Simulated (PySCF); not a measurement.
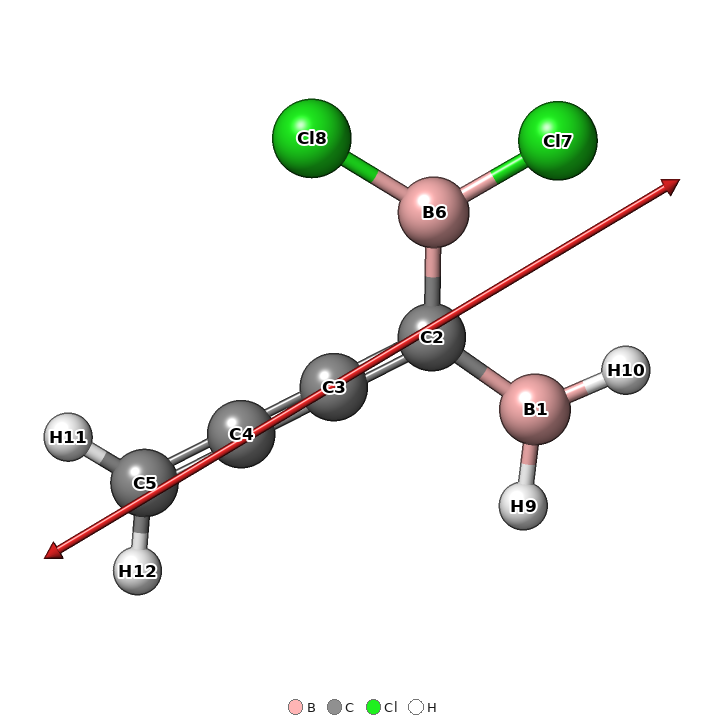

The double arrow shows the direction of the transition dipole to excited singlet state 2 (its length means nothing). Computed geometry: PBE0-D3(BJ)/def2-SVP optimisation. No frequency run is at hand to confirm it as a minimum. Properties computed with TDDFT ωB97X-D/def2-SVPD, vertical, IEF-PCM chloroform (non-equilibrium linear response), core orbitals frozen in the response (PySCF 2.14.0).

Question: How is the transition polarised?

Answer: In the molecular plane, nearly parallel to the B6–Cl7 bond.

Question: Where does the transition lie, and how strong is it?

Answer: 4.27 eV (291 nm), oscillator strength 0.71, mainly HOMO−1 → LUMO (weight 0.97); transition dipole 6.64 D.
